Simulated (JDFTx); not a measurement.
- surface: Ag(111)
- bulk: Ag, Fm-3m, lattice of mp-124 (not re-optimised)
- slab: 3 atoms in 3 planes, 1x1, 4.8 Å between the outermost planes
- in-plane cell: 2.902 × 2.902 Å, 7.29 Å²
- cell height: 20.7 Å
- sampling: 8×8×1 k mesh, Fermi smearing 0.01 Ha, no spin polarisation

Level of theory: PBE, GBRV ultrasoft potentials, plane waves to 20/100 Ha; code: JDFTx (a modified build). Liquid on both sides: linear PCM (GLSSA13), water, 0.5 M KF; nuclei fixed. Potentials refer to SHE, placed 4.44 V below the bulk liquid's zero by convention.

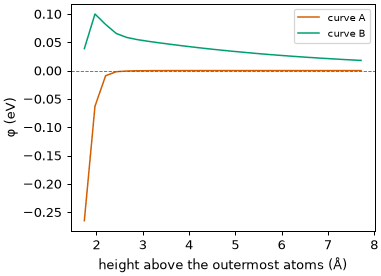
*Plane-averaged electrostatic potential energy of an electron for two states of the electrode*

Problem. One curve is the neutral slab. Which, and what is the sign of the other's charge?

Solution. Curve A is neutral (potential of zero charge, -0.12 V). Curve B is negatively charged, -9.4 μC/cm² at -0.80 V.
